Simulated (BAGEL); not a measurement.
# BGeH5 (SMILES [BH2][GeH3]), step by step

Wanted: a single-point energy (HF/6-31G*), then a single-point energy (NEVPT2(2,2)/6-31G*), then a single-point energy (CASPT2(2,2)/6-31G*) of BGeH5. 

The calculation is run with BAGEL 1.2.2.

2 further runs of the same task are left out: 2 set aside as unsound or not needed.

## Step 1: The system as given

BGeH5 has 7 atoms, charge 0, and is taken as a singlet. As SMILES, `[BH2][GeH3]`. The Ge2–H5 distance was set to 3.547 Å, away from the relaxed value. At this shape a bond of the SMILES string is far longer than usual.

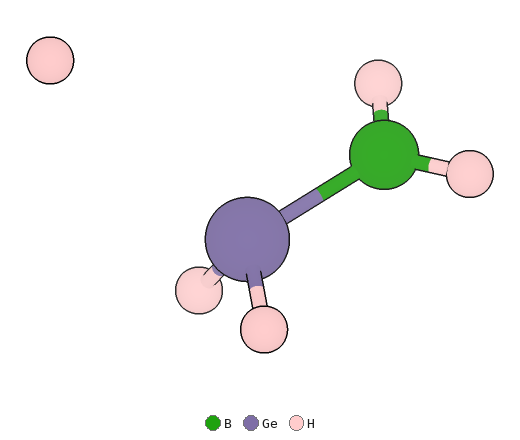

Viewed from a chosen angle; boron green, germanium purple, hydrogen pink.

## Step 2: The energy at HF/6-31G(d) (density fitting with svp-jkfit, spherical functions) (run 1)

Contents of input.json:

```json
{ "bagel" : [

{
  "title" : "molecule",
  "basis" : "6-31gs.json",
  "df_basis" : "svp-jkfit",
  "angstrom" : true,
  "geometry" : [
    { "atom" : "B", "xyz" : [    0.852502,   -1.523481,    2.060545 ] },
    { "atom" : "Ge", "xyz" : [    0.893902,    0.482419,    1.609045 ] },
    { "atom" : "H", "xyz" : [   -0.199398,   -2.088281,    2.105245 ] },
    { "atom" : "H", "xyz" : [    1.842702,   -2.152981,    2.281045 ] },
    { "atom" : "H", "xyz" : [   -0.601100,    1.019700,   -1.562200 ] },
    { "atom" : "H", "xyz" : [    0.045202,    1.262519,    2.633145 ] },
    { "atom" : "H", "xyz" : [    2.297502,    1.110019,    1.582145 ] }
  ]
},
{ "title" : "hf" },
{ "title" : "print", "file" : "orbitals.molden", "orbitals" : true }

]}
```

The basis set 6-31G* is read from a file made from the Basis Set Exchange's data (not shown).

Command:

```console
$ BAGEL_NUM_THREADS=1 BAGEL input.json > input.out
```

What it wrote:

```text
* using 1 threads per process

  ===============================================================
  ===============================================================

  *** Geometry ***

  { "atom" : "B", "xyz" : [      1.610995,     -2.878962,      3.893866 ] },
  { "atom" : "Ge", "xyz" : [      1.689230,      0.911640,      3.040654 ] },
  { "atom" : "H", "xyz" : [     -0.376808,     -3.946279,      3.978336 ] },
  { "atom" : "H", "xyz" : [      3.482202,     -4.068544,      4.310550 ] },
  { "atom" : "H", "xyz" : [     -1.135914,      1.926954,     -2.952130 ] },
  { "atom" : "H", "xyz" : [      0.085419,      2.385815,      4.975923 ] },
  { "atom" : "H", "xyz" : [      4.341650,      2.097632,      2.989821 ] },

  Number of auxiliary basis functions:      431

  Since a DF basis is specified, we compute 2- and 3-index integrals:
    o Being stored without compression. Storage requirement is 0.011 GB

  Number of basis functions:       56
  Number of electrons      :       42

    * METHOD: MOLECULE                             0.18

  *** RHF ***

  === Nuclear Repulsion ===
    88.0520359772

      * DIIS with orbital gradients will be used.

  === RHF iteration (6-31gs.json) ===
      0      -2102.37421020          0.00951996           0.04
      1      -2102.41384395          0.00403596           0.04
      2      -2102.42012119          0.00221513           0.04
      3      -2102.42198191          0.00033896           0.04
      4      -2102.42206321          0.00012826           0.04
      5      -2102.42207811          0.00003964           0.04
      6      -2102.42207947          0.00001305           0.04
      7      -2102.42207959          0.00000462           0.04
      8      -2102.42207961          0.00000181           0.04
      9      -2102.42207961          0.00000086           0.04
     10      -2102.42207961          0.00000032           0.04
     11      -2102.42207961          0.00000013           0.04
     12      -2102.42207961          0.00000004           0.04
     13      -2102.42207961          0.00000001           0.04
     14      -2102.42207961          0.00000001           0.04
    * SCF iteration converged.

    * Permanent dipole moment:
           (   -0.625500,     0.523070,    -1.391037) a.u.

    * METHOD: HF                                   0.74

    * METHOD: PRINT                                0.01

  ===============================================================
```

It took 1.1 s on 1 thread of Arm Neoverse V1, shared host; peak memory 0.15 GiB.

## Step 3: A single-point energy at NEVPT2(2,2)/6-31G(d) (density fitting with svp-jkfit, spherical functions) (run 2)

Contents of calc.json:

```json
{ "bagel" : [

{
  "title" : "molecule",
  "basis" : "6-31gs.json",
  "df_basis" : "svp-jkfit",
  "angstrom" : true,
  "geometry" : [
    { "atom" : "B", "xyz" : [    0.852502,   -1.523481,    2.060545 ] },
    { "atom" : "Ge", "xyz" : [    0.893902,    0.482419,    1.609045 ] },
    { "atom" : "H", "xyz" : [   -0.199398,   -2.088281,    2.105245 ] },
    { "atom" : "H", "xyz" : [    1.842702,   -2.152981,    2.281045 ] },
    { "atom" : "H", "xyz" : [   -0.601100,    1.019700,   -1.562200 ] },
    { "atom" : "H", "xyz" : [    0.045202,    1.262519,    2.633145 ] },
    { "atom" : "H", "xyz" : [    2.297502,    1.110019,    1.582145 ] }
  ]
},
{ "title" : "hf" },
{ "title" : "nevpt2", "nstate" : 1, "nact" : 2, "nclosed" : 20, "active" : [21, 22], "maxiter" : 200, "natocc" : true, "ncore" : 10 },
{ "title" : "print", "file" : "orbitals.molden", "orbitals" : true }

]}
```

The basis set 6-31G* is read from a file made from the Basis Set Exchange's data (not shown).

Command:

```console
$ BAGEL_NUM_THREADS=1 BAGEL calc.json > calc.out
```

What it wrote:

```text
* using 1 threads per process

  ===============================================================
  ===============================================================

  *** Geometry ***

  { "atom" : "B", "xyz" : [      1.610995,     -2.878962,      3.893866 ] },
  { "atom" : "Ge", "xyz" : [      1.689230,      0.911640,      3.040654 ] },
  { "atom" : "H", "xyz" : [     -0.376808,     -3.946279,      3.978336 ] },
  { "atom" : "H", "xyz" : [      3.482202,     -4.068544,      4.310550 ] },
  { "atom" : "H", "xyz" : [     -1.135914,      1.926954,     -2.952130 ] },
  { "atom" : "H", "xyz" : [      0.085419,      2.385815,      4.975923 ] },
  { "atom" : "H", "xyz" : [      4.341650,      2.097632,      2.989821 ] },

  Number of auxiliary basis functions:      431

[... 21 lines left out ...]
    * SCF iteration converged.
[... 1 line left out ...]
    * Permanent dipole moment:
[... 28 lines left out ...]
    * Second-order optimization converged. *

     guess   0:   closed 1.                   open ..

  === FCI iteration ===

      0  0     -2102.40674146     8.16e-02      0.00
      1  0     -2102.51587016     1.60e-02      0.00
      2  0 *   -2102.51917635     1.62e-16      0.00

     * ci vector, state   0, <S^2> = 0.0000
       2.     0.8202925133
       .2    -0.5719442216

  === DF-NEVPT2 calculation ===

    * 3-index integral transformation done
    * assembly done

      NEVPT2 correlation energy:   -0.3074396271      0.05

          (+0)     -0.2794974704
          (+0)'    -0.0044596241
          (+1)     -0.0056406302
          (+1)'    -0.0000000000
          (+2)     -0.0000712959
          (-1)     -0.0176824190
          (-1)'     0.0000000000
          (-2)     -0.0000881874

      NEVPT2 total energy:       -2102.8266159796

    * METHOD: NEVPT2                               1.85

    * METHOD: PRINT                                0.01

  ===============================================================
```

Wall time 2.9 s (1 thread of Arm Neoverse V1, shared host); peak memory 0.15 GiB.

## Step 4: The energy at CASPT2(2,2)/6-31G(d) (density fitting with svp-jkfit, spherical functions) (run 3)

Changes to input.json since step 2:

```diff
@@ -18,3 +18,5 @@
 { "title" : "hf" },
-{ "title" : "print", "file" : "orbitals.molden", "orbitals" : true }
+{ "title" : "casscf", "nstate" : 1, "nact" : 2, "nclosed" : 20, "active" : [21, 22], "maxiter" : 200, "natocc" : true },
+{ "title" : "print", "file" : "orbitals.molden", "orbitals" : true },
+{ "title" : "smith", "method" : "caspt2", "ms" : true, "xms" : true, "sssr" : true, "shift" : 0.2, "shift_imag" : true, "ncore" : 10 }
```

The basis set 6-31G* is read from a file made from the Basis Set Exchange's data (not shown).

Command:

```console
$ BAGEL_NUM_THREADS=1 BAGEL input.json > input.out
```

What it wrote:

```text
* using 1 threads per process

  ===============================================================
  ===============================================================

  *** Geometry ***

  { "atom" : "B", "xyz" : [      1.610995,     -2.878962,      3.893866 ] },
  { "atom" : "Ge", "xyz" : [      1.689230,      0.911640,      3.040654 ] },
  { "atom" : "H", "xyz" : [     -0.376808,     -3.946279,      3.978336 ] },
  { "atom" : "H", "xyz" : [      3.482202,     -4.068544,      4.310550 ] },
  { "atom" : "H", "xyz" : [     -1.135914,      1.926954,     -2.952130 ] },
  { "atom" : "H", "xyz" : [      0.085419,      2.385815,      4.975923 ] },
  { "atom" : "H", "xyz" : [      4.341650,      2.097632,      2.989821 ] },

  Number of auxiliary basis functions:      431

[... 21 lines left out ...]
    * SCF iteration converged.
[... 1 line left out ...]
    * Permanent dipole moment:
[... 27 lines left out ...]
    * Second-order optimization converged. *
[... 9 lines left out ...]
     * ci vector, state   0, <S^2> = 0.0000
[... 16 lines left out ...]
    * Zeroth order energy : state  0       -0.3584182606
[... 4 lines left out ...]
       #      aibj      arbs      arbi      airj      risj      airs      arst      rist         Etot      error   time
[... 2 lines left out ...]
       0  -0.27846  -0.00013  -0.01915  -0.00616  -0.00012  -0.00432  -0.00000  -0.00000   -0.3083393  0.0004514   0.02
       1  -0.27847  -0.00013  -0.01916  -0.00617  -0.00012  -0.00436  -0.00000  -0.00000   -0.3084083  0.0000557   0.02
       2  -0.27847  -0.00013  -0.01916  -0.00617  -0.00012  -0.00436  -0.00000  -0.00000   -0.3084094  0.0000053   0.02
       3  -0.27847  -0.00013  -0.01916  -0.00617  -0.00012  -0.00436  -0.00000  -0.00000   -0.3084094  0.0000007   0.02

      ------------------------------------------------------------------------------------------------------------------

    * CASPT2 energy : state  0    -2102.8292889780
        w/o shift correction      -2102.8275857869
        reference weight              0.9182205100

    * METHOD: SMITH                                0.18

  ===============================================================
```

It took 2.9 s on 1 thread of Arm Neoverse V1, shared host; peak memory 0.15 GiB.

## Step 5: What came out

| quantity | value |
| --- | --- |
| run 1, HF/6-31G*: total energy | -2102.42208 Eh |
| run 1, HF/6-31G*: dipole moment | 4.10 D |
| run 1, HF/6-31G*: HOMO energy | -7.36 eV |
| run 1, HF/6-31G*: LUMO energy | -1.39 eV |
| run 1, HF/6-31G*: HOMO–LUMO gap | 5.97 eV |
| run 2, NEVPT2(2,2)/6-31G*: total energy | -2102.82662 Eh |
| run 3, CASPT2(2,2)/6-31G*: total energy | -2102.82929 Eh |

One bond (run 1, HF/6-31G*) is far stretched, which a spin-restricted single reference describes badly; a broken-symmetry solution may lie lower.
